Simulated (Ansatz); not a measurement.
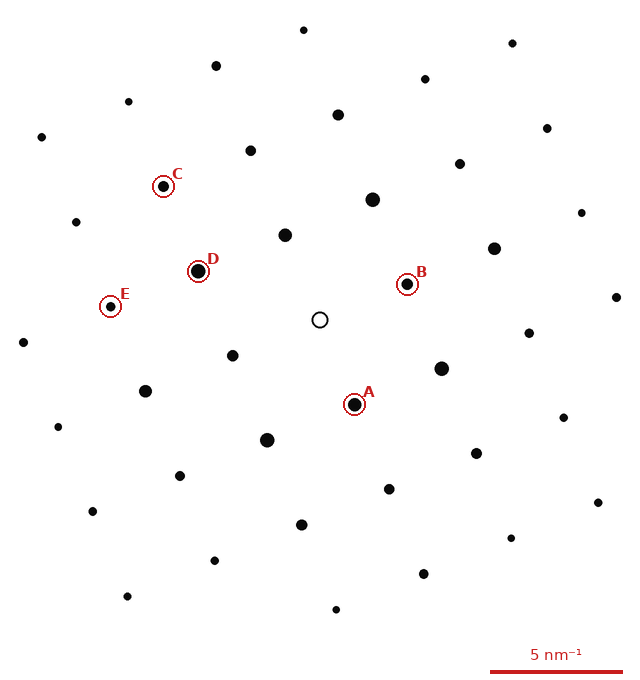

Computed electron diffraction pattern, 120 kV, single scattering only, B = 0.5 Å². The zone axis points towards the electron source and the pattern is seen from the source side.

WC2, space group P6/mmm (No. 191), a = 3.333 Å, c = 2.799 Å (hexagonal axes). Structure: the end point of a relaxation with DFT PBE, scalar-relativistic, plane waves, PAW in Ansatz 0.2.0; the starting structure was generated, so it need not be a known form of this composition.

| atom | site | symmetry | x | y | z |
| --- | --- | --- | --- | --- | --- |
| W | 1a | 6/mmm | 0.0000 | 0.0000 | 0.0000 |
| C | 2d | -6m2 | 0.3333 | 0.6667 | 0.5000 |

Spot A is indexed 0 -1 0 and spot B 0 0 -1.

What are the indices of the remaining marked spots?

C = −2A − B = 0 2 1 (d = 1.283 Å). D = −A − B = 0 1 1 (d = 2.009 Å). E = −A − 2B = 0 1 2 (d = 1.259 Å).

Give [uvw].

The cross product of A and B is parallel to [100]; every spot obeys hu + kv + lw = 0.

What are the spacings of A and B and the angle between them?

d(A) = 2.887 Å, d(B) = 2.799 Å, and the angle is 90.0°.
